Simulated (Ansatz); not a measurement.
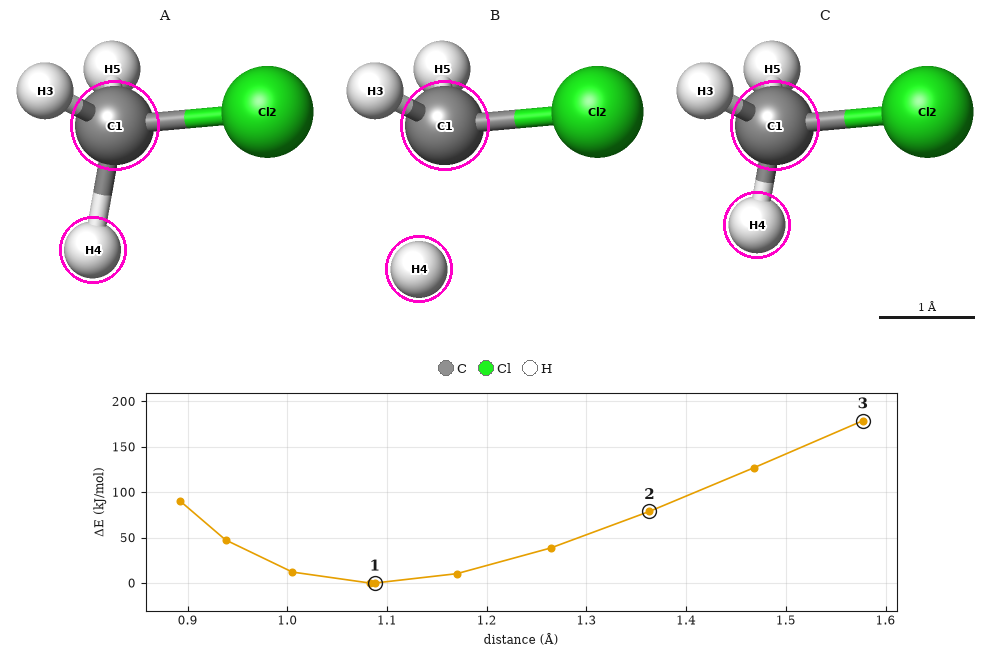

A scan of CH3Cl: the C1–H4 distance is varied, with the rest of the molecule carried along rigidly. The frames are shuffled; the numbered points of the plot belong to them. Style: ball-and-stick. Shown at a tilt. The ringed atoms are those of the scanned coordinate.

Single-point energies from Ansatz with wB97M-V in the def2-TZVPP basis, on geometries moved rigidly from the minimum at PBE0-D4/def2-TZVP. Energies are counted from the PBE0-D4/def2-TZVP minimum geometry at the same level.

> Match the frames to the points.

Point 1 is frame C (the distance 1.087 Å, 0.0 kJ/mol); 2 is frame A (the distance 1.363 Å, 78.8 kJ/mol); 3 is frame B (the distance 1.577 Å, 178.6 kJ/mol). The lowest computed point lies at the distance 1.083 Å (0.0 kJ/mol). The curvature at the lowest point is about 35 eV/Å² (5.6 mdyn/Å). The well is steeper on the short side, as for any bond.
